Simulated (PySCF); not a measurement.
Consider BAs (triplet).

| atom | x (Å) | y (Å) | z (Å) |
| --- | --- | --- | --- |
| B | 0.0000 | 0.0000 | -1.6191 |
| As | 0.0000 | 0.0000 | 0.2379 |

All numbers below come from PySCF, PBE0/6-31G(d,p), non-relativistic, at a bond length of 1.857 Å.

Predict the electron density, electron localisation function and spin density between the atoms.

Answer. B–As (1.86 Å): the density is about 0.97 e/Å³ at the midpoint; the ELF peaks at about 0.85 between the atoms; localised, covalent bonding.
The unpaired spin (2 electrons) lies mostly on B1 (about 1.2) and As2 (about 0.8), in electrons by Hirshfeld's partition.

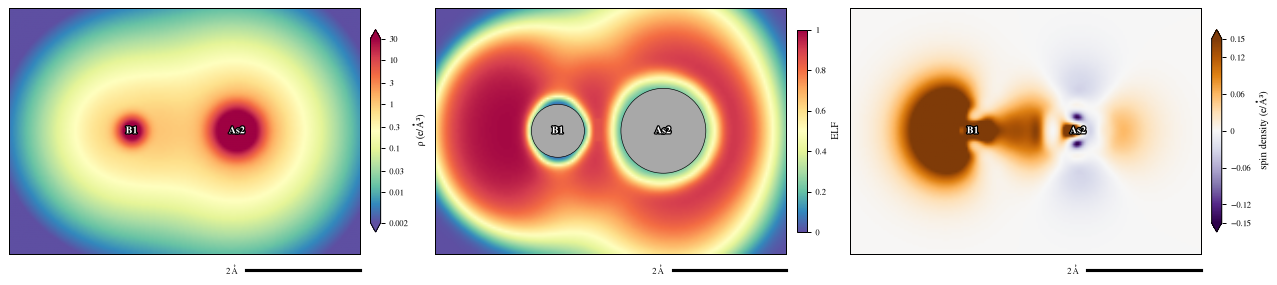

Computed electron density, electron localisation function and spin density on a plane that holds the molecular axis, in this order. Grey discs cover the atomic cores in the ELF map. 
